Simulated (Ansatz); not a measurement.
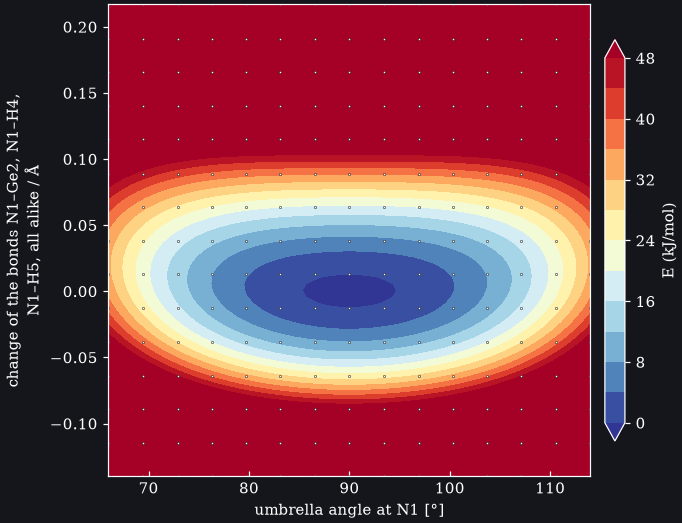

ClGeH₂N, SMILES [NH2][Ge][Cl]. 
- The first coordinate is: umbrella angle at N1 (between each of its bonds and their common axis; 90 is planar); the second: change of the bonds N1–Ge2, N1–H4, N1–H5, all alike.
- Nothing is relaxed (all other coordinates rigid).
- The grid has 15 × 15 points; 120 points were computed and 105 follow by symmetry.
- Points are written as (first, second).
- All energies are given in kJ/mol relative to the lowest grid point.
- Theory: Ansatz 0.2.0, RKS PBE0-D4/def2-TZVP.

In the figure: filled contours, dots at the grid points, one colour for all values above the top of the scale. Between grid points the surface is interpolated.

Estimate the position of the minimum and the force constants in these coordinates.

The interpolated minimum is at the first coordinate ≈ 90.0°, the second coordinate ≈ 0.000 Å. The curvatures there are about 2.8 eV/rad² and 117 eV/Å², with a cross term of about 0 eV/(rad·Å). Round the minimum the two coordinates are nearly uncoupled. (1 eV is 96.5 kJ/mol.)
